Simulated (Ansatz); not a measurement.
## Fields on a plane of Mg2Sn (cubic Laves, MgCu2 type)

```
CELL_PARAMETERS angstrom
      0.00000     4.06863     4.06863
      4.06863     0.00000     4.06863
      4.06863     4.06863     0.00000
ATOMIC_POSITIONS crystal
  Sn 0.00000 0.00000 0.00000
  Sn 0.25000 0.25000 0.25000
  Mg 0.62500 0.62500 0.62500
  Mg 0.12500 0.62500 0.62500
  Mg 0.62500 0.62500 0.12500
  Mg 0.62500 0.12500 0.62500
```

The slice is a {111} plane (indices of the conventional cell) through the point (0.625, 0.625, 0.625) (fractional), spanned by u = [100] and v = [-1 2 0] in vectors of this cell: u (5.75 Å) and v (9.97 Å, at 90° to u). It covers one period; positions are fractions (u, v).

Atoms on it: Mg at (0.00, 0.00); Mg at (0.50, 0.50); Mg at (0.00, 0.50); Mg at (0.50, 0.00); Mg at (0.25, 0.25); Mg at (0.75, 0.75).

The numbers are results of LDA (plane waves to 420 eV, PAW, scalar-relativistic; Ansatz, a first-principles code), not measurements. k mesh 10×10×10. These are valence fields of a PAW run, semicore shells included where kept as valence: close to a nucleus they are smooth pseudo fields. Mg2Sn was relaxed with its symmetry unable to fall. The relaxed cell of Mg2Sn is 74 % larger than its starting cell; the method has no dispersion term. This is one of several known forms of Mg2Sn; the measured ambient cells at hand have space group No. 225.

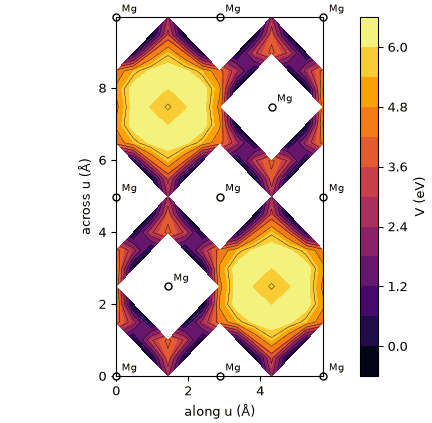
Figure. Electrostatic potential energy of an electron, from the cell's mean, in eV, one period of the plane, atoms marked. Points within 1 Å of a nucleus are left white, as the pseudised field means little there. The zero, the cell's mean, hangs on the PAW cores.

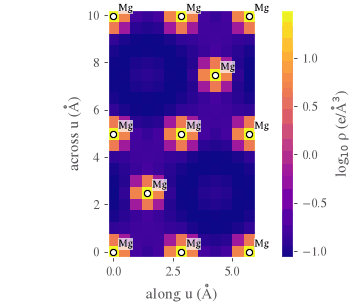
Fig. 1. Log₁₀ of the valence density in e/Å³, one period of the plane, atoms marked. The scale is logarithmic, as a density can span decades between atoms and voids.
